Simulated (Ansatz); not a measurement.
# triplet COF2: levels of theory compared

Aim: a comparison of 6 runs (UHF/STO-3G, UHF/3-21G, U-revPBE/aug-cc-pVDZ, U-wB97X/aug-cc-pVDZ, UHSE06/aug-cc-pVDZ, UCCSD(T)/aug-cc-pVDZ) of triplet COF2. 

The results are computed with Ansatz 0.2.0.

55 further runs of the same task are left out: 55 set aside as unsound or not needed.

**1. Starting point**

COF2 has 4 atoms, charge 0, and is taken as a triplet. As SMILES of the parent species, `O=C(F)F`. Geometry: relaxed at PBE0-D4/def2-TZVP. That shape belongs to the parent species and isn't relaxed for this state.

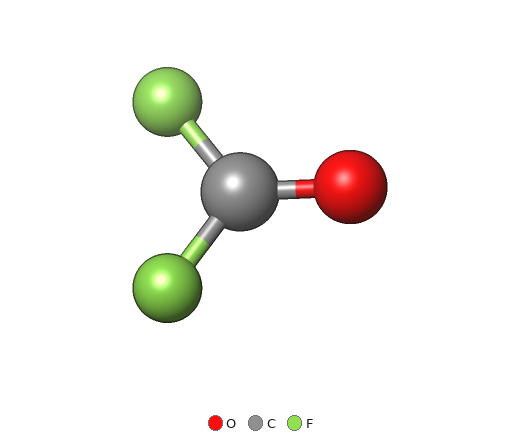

The structure, seen from a chosen angle (oxygen red, carbon grey, fluorine green).

**2. A single-point energy at UHF/STO-3G (run 1)**

The input, job.yaml:

```yaml
crystal:
  periodic: [false, false, false]
  atoms:
    - {symbol: O, position_ang: [-1.242660, -0.157400, 0.153910]}
    - {symbol: C, position_ang: [-0.091830, -0.011630, 0.011370]}
    - {symbol: F, position_ang: [0.845490, -0.826670, 0.424670]}
    - {symbol: F, position_ang: [0.488990, 0.995700, -0.589960]}
basis:
  gaussian:
    orbitals: STO-3G
magnetization:
  spin_polarized: true
  initial_magnetization: 2
hamiltonian:
  xc: hf
accuracy: high
output: {orbitals: {seedname: orbitals}}
```

On the command line:

```
$ ansatz run job.yaml --threads 1 --pin off --max-ram 3480MiB --events-out events.jsonl --progress --plain --runs-dir runs
```

Standard output:

```text
Warning: RAYON_NUM_THREADS=1 ignored (pool sized by the plan → 1); use --threads N
Functional definition: HF
  name "HF"
  exchange = exact_x
  correlation = 0
368 factors; integrals over basis functions are off by at most 5.4e-8 eV
mean field evaluation 1: about -8354.9238 eV, gradient 1.7e1 eV
mean field evaluation 2: about -8355.1189 eV, gradient 1.7e1 eV
mean field evaluation 4: about -8357.4657 eV, gradient 1.7e0 eV
mean field evaluation 8: about -8357.5177 eV, gradient 1.1e-4 eV
mean field evaluation 16: about -8357.0617 eV, gradient 2.5e0 eV
mean field evaluation 32: about -8356.6376 eV, gradient 1.9e0 eV
mean field -8357.51435347 eV, -307.1329875632 hartree, gradient 1.4e-8 eV, S^2 2.003868; 3 other end points of the search recorded, 0 dependent functions left out
reference -8357.51435347 eV, -307.1329875632 hartree; 17, 15 occupied and 3, 5 virtual orbitals, 368 factors
Total energy: -8357.51435347 eV, -307.1329875632 hartree
```

It took 0.22 s on 1 thread of Arm Neoverse V1, shared host.

**3. A single-point energy at UHF/3-21G (run 2)**

The input, molecule.yaml:

```yaml
crystal:
  periodic: [false, false, false]
  atoms:
    - {symbol: O, position_ang: [-1.242660, -0.157400, 0.153910]}
    - {symbol: C, position_ang: [-0.091830, -0.011630, 0.011370]}
    - {symbol: F, position_ang: [0.845490, -0.826670, 0.424670]}
    - {symbol: F, position_ang: [0.488990, 0.995700, -0.589960]}
basis:
  gaussian:
    orbitals: 3-21G.json
magnetization:
  spin_polarized: true
  initial_magnetization: 2
output: {orbitals: {seedname: orbitals}}
accuracy: high
hamiltonian:
  xc: hf
```

The basis set 3-21G is read from a file made from the Basis Set Exchange's data (not shown).

On the command line:

```
$ ansatz run molecule.yaml --threads 1 --pin off --max-ram 3480MiB --events-out events.jsonl --progress --plain --runs-dir runs
```

Standard output:

```text
Warning: RAYON_NUM_THREADS=1 ignored (pool sized by the plan → 1); use --threads N
[... 4 set-up lines as earlier in the session ...]
727 factors; integrals over basis functions are off by at most 4.0e-9 eV
mean field evaluation 1: about -8425.0127 eV, gradient 1.9e1 eV
mean field evaluation 2: about -8425.0225 eV, gradient 1.9e1 eV
mean field evaluation 4: about -8427.3663 eV, gradient 3.0e0 eV
mean field evaluation 8: about -8427.4706 eV, gradient 2.5e-1 eV
mean field evaluation 16: about -8426.4687 eV, gradient 6.6e0 eV
mean field evaluation 32: about -8426.9012 eV, gradient 8.3e-1 eV
mean field -8427.47155297 eV, -309.7038672263 hartree, gradient 2.1e-8 eV, S^2 2.009570; 3 other end points of the search recorded, 0 dependent functions left out
reference -8427.47155297 eV, -309.7038672263 hartree; 17, 15 occupied and 19, 21 virtual orbitals, 727 factors
Total energy: -8427.47155297 eV, -309.7038672263 hartree
```

Run time: 0.6 s. Hardware: 1 thread of Arm Neoverse V1, shared host.

Runs 3 to 5 aren't shown in full; the table further down has their settings and results.

**4. A single-point energy at UCCSD(T)/aug-cc-pVDZ (run 6)**

The input, in.yaml:

```yaml
crystal:
  periodic: [false, false, false]
  atoms:
    - {symbol: O, position_ang: [-1.242660, -0.157400, 0.153910]}
    - {symbol: C, position_ang: [-0.091830, -0.011630, 0.011370]}
    - {symbol: F, position_ang: [0.845490, -0.826670, 0.424670]}
    - {symbol: F, position_ang: [0.488990, 0.995700, -0.589960]}
basis:
  gaussian:
    orbitals: aug-cc-pVDZ
magnetization:
  spin_polarized: true
  initial_magnetization: 2
correlation:
  method: ccsd_t
  frozen_orbitals: {C: 1, F: 1, O: 1}
accuracy: high
scf:
  omitted_lower_state_checks: [cluster_reference, increment]
```

On the command line:

```
$ ansatz run in.yaml --threads 1 --pin off --max-ram 3480MiB --events-out events.jsonl --progress --plain --runs-dir runs
```

Standard output (excerpt; [...] marks lines left out):

```text
Warning: RAYON_NUM_THREADS=1 ignored (pool sized by the plan → 1); use --threads N
[... 2 set-up lines as earlier in the session ...]
[...]
1819 factors; integrals over basis functions are off by at most 3.1e-9 eV
[...]
mean field -8474.86516025 eV, -311.4455501694 hartree, gradient 1.8e-8 eV, S^2 2.016100; 6 other end points of the search recorded, 0 dependent functions left out
4 core orbitals not correlated: weight in the atoms' cores, before any rotation towards them, 1.000 or more for the frozen orbitals, at most 0.000 for the correlated occupied ones
reference -8474.86516025 eV, -311.4455501694 hartree; 13, 11 occupied and 75, 77 virtual orbitals, 1819 factors
second order -17.80004635 eV of doubles, -0.00000000 eV of singles
cycle   1  -17.90573718 eV  change   -1.1e-1 eV  update   9.9e-2
[...]
cycle  24  -18.44301189 eV  change   8.3e-10 eV  update   2.2e-9
perturbative correction -0.48697329 eV, -0.0178959385 hartree
Total energy: -8493.79514544 eV, -312.1412142937 hartree
Checks for a lower state left out: cluster_reference, increment
```

It took 47 s on 1 thread of Arm Neoverse V1, shared host; peak memory 0.95 GiB.

**5. All runs side by side**

```
run                 level  frozen core orbitals  energy (Eh)  HOMO energy (eV)   ⟨S²⟩  wall time
  1            UHF/STO-3G                     –  -307.132988             -5.06  2.004     0.22 s
  2             UHF/3-21G                     –  -309.703867             -8.08  2.010      0.6 s
  3  U-revPBE/aug-cc-pVDZ                     –  -312.721631             -1.85  2.004       23 s
  4   U-wB97X/aug-cc-pVDZ                     –  -312.740950             -6.12  2.006       41 s
  5    UHSE06/aug-cc-pVDZ                     –  -312.497517             -3.23  2.006       11 s
  6  UCCSD(T)/aug-cc-pVDZ                     4  -312.141214                 –  2.016       47 s
```

**6. What came out**

| quantity | value |
| --- | --- |
| run 6: total energy | -312.14121 Eh |
| run 6: correlation energy (4 core orbitals frozen) | -695.7 mEh |
| run 6: (T) correction | -17.90 mEh |
| run 6: ⟨S²⟩ of the reference determinant | 2.016 |
| run 6: T1 diagnostic | 0.019 |

What this shows: Totals of different functionals can't be ranked against each other. In run 1 the basis is minimal, so the values are rough. All runs together took 2 min, the longest 47 s.
